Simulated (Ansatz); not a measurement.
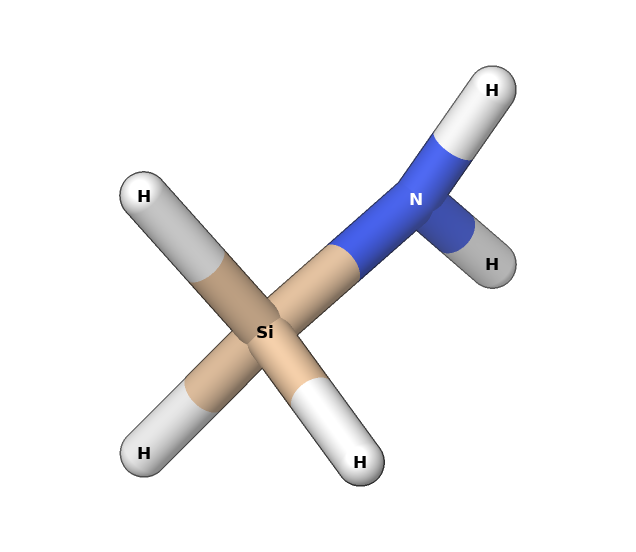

Rendered structure (stick style).

The geometry was computed by an optimisation with PBE0-D4/def2-TZVP.

Describe the molecule.

It has 7 atoms: 5 hydrogen, 1 nitrogen and 1 silicon (H₅NSi). This geometry has Cs symmetry. Coordination, clear cases only: 1 Si tetrahedral.

More results for the same structure follow; atom numbers are the same in all pictures, views and colours differ.

### Geometry

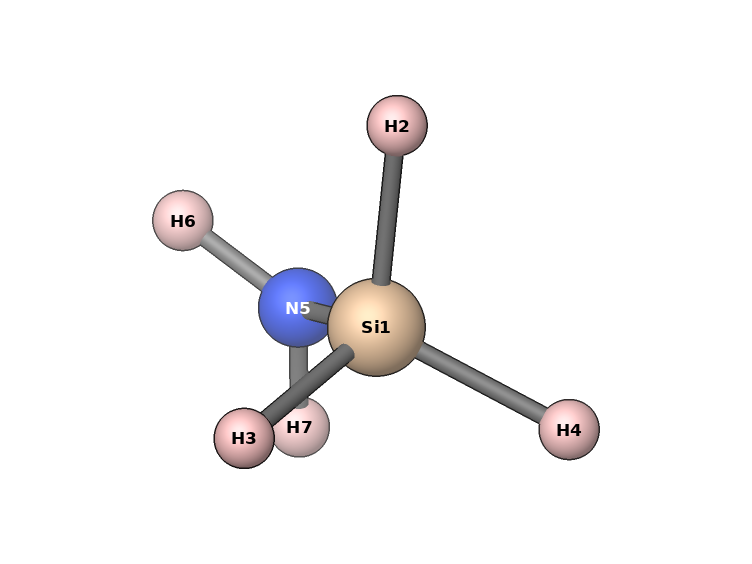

N5 lies behind Si1. The molecule seen a little off the Si1–N5 bond, Si1 in front. Distant atoms are faded towards the background colour.

> What is the torsion angle H2–Si1–N5–H6? The sign is positive where the front bond must turn clockwise to cover the back bond.

−49°, synclinal (gauche).

### Vibrations

Harmonic vibrations computed with RKS PBE0-D4/def2-TZVP (Ansatz 0.2.0) at a stationary point of the same level.

> How many vibrational modes are there, and where do they lie?

15 modes: 175, 389, 625, 701, 852, 916, 924, 978, 984, 1585, 2177, 2229, 2233, 3603, 3695 cm⁻¹.

### Dipole moment

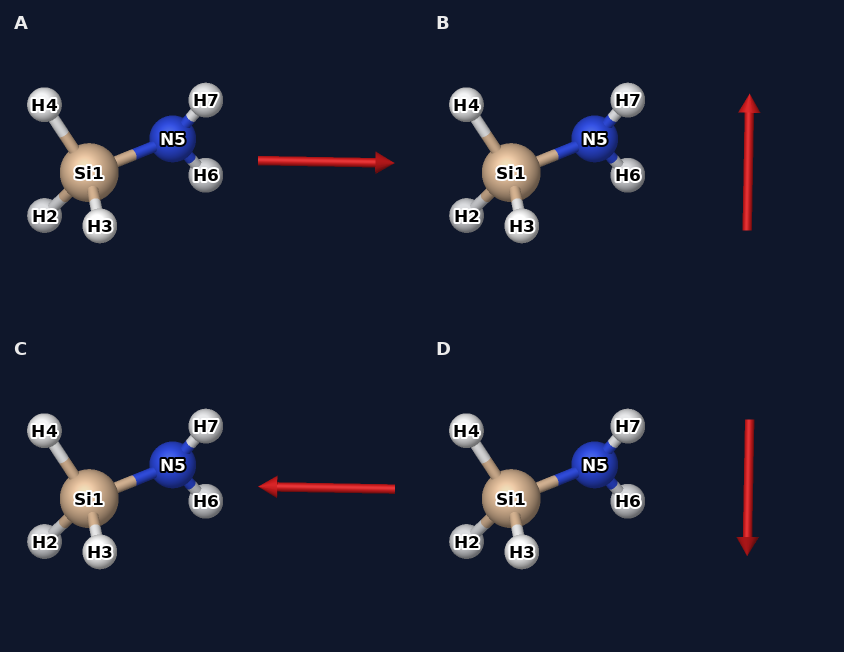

The same molecule four times, each with an arrow. Method: RKS PBE0-D4/def2-TZVP (Ansatz 0.2.0).

> Which arrow points along the dipole moment, from the negative to the positive end?

A. The dipole moment is 1.37 D; it points from the side of H2, H4 to the side of H6, H7 (the outermost atoms at the two ends).

### Charges

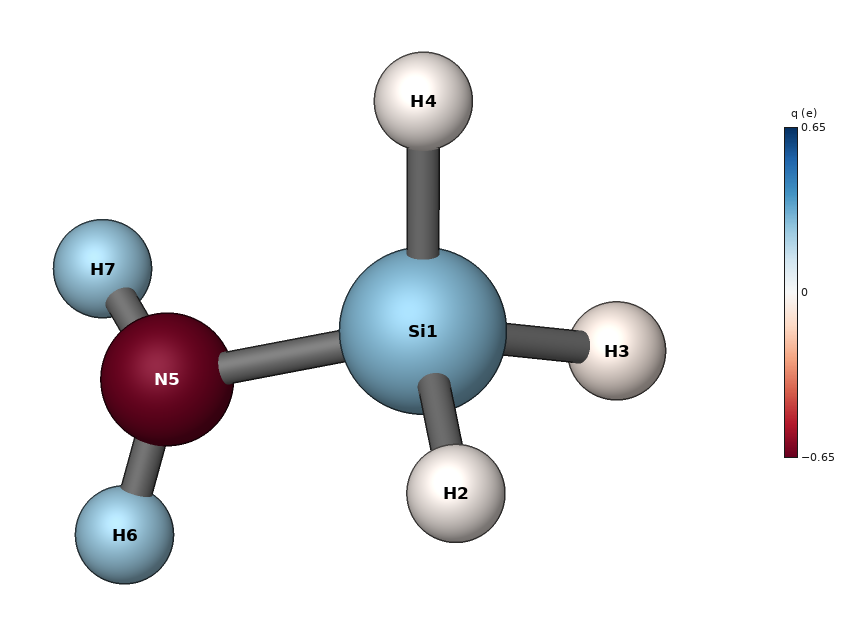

Atoms are coloured by their Mulliken charges. Level of theory: RKS PBE0-D4/def2-TZVP (Ansatz 0.2.0).

> Which atom carries the highest charge (most positive or least negative)?

Si1 (0.28 e).

> And the lowest?

N5 (−0.63 e).

Give the Mulliken charges atom by atom.

| atom | value (e) |
| --- | --- |
| Si1 | 0.28 |
| H2 | −0.03 |
| H3 | −0.05 |
| H4 | −0.03 |
| N5 | −0.63 |
| H6 | 0.24 |
| H7 | 0.24 |

Mulliken values depend strongly on the basis set and can even reverse the polarity of a bond.
